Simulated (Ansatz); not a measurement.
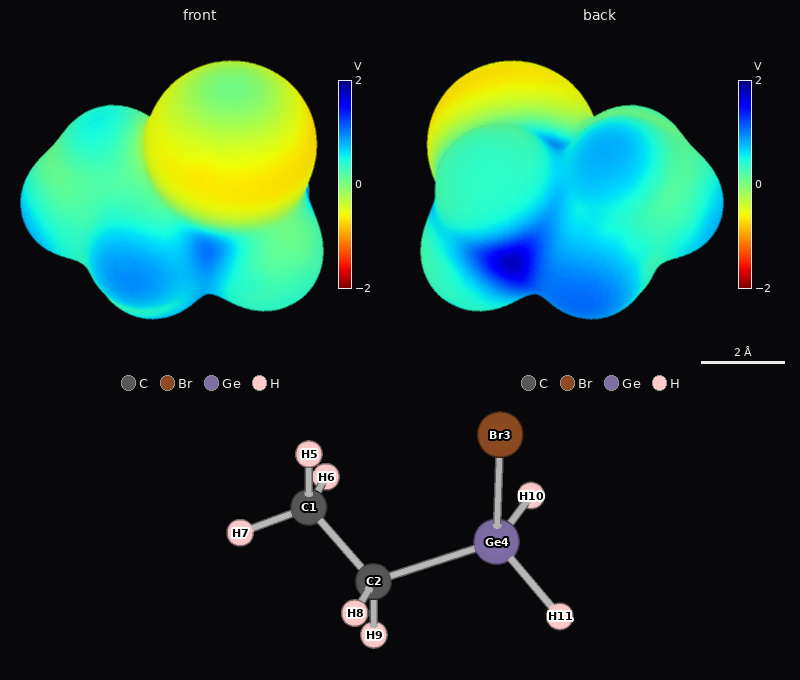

*C$_{2}$H$_{7}$BrGe (SMILES C[CH2][GeH2][Br]). The electrostatic potential painted on the density surface at 0.002 e/bohr³, seen from the front and from behind; red is negative and blue positive. The bare structure is drawn below in the same view.*

Geometry: r2SCAN-D4/def2-SVP.

All numbers below come from isolated molecule in a Gaussian basis; Kohn-Sham density functional theory, functional PBE0 (Ansatz 0.2.0).

```xyz
11

C    -0.5382    1.4381   -0.6922
C     0.0263    0.0684   -0.3252
Br    3.1889    1.4163    0.0841
Ge    1.8639   -0.2114   -0.9245
H     0.0665    2.2480   -0.2545
H    -0.5574    1.5918   -1.7833
H    -1.5701    1.5552   -0.3238
H     0.0149   -0.0902    0.7664
H    -0.5741   -0.7471   -0.7682
H     2.0206   -0.0102   -2.4402
H     2.4335   -1.5696   -0.4889
```

**Which sites attract a positive test charge, and which a negative one?**

A positive charge is drawn to the negative regions and a negative charge to the positive ones. The most negative region (about −0.7 V, or −16 kcal/mol for a unit charge) lies over Br3, the most positive (about +1.7 V, or +39 kcal/mol for a unit charge) over Ge4.

**How polar is the molecule by this calculation?**

Its dipole moment is 2.55 D.
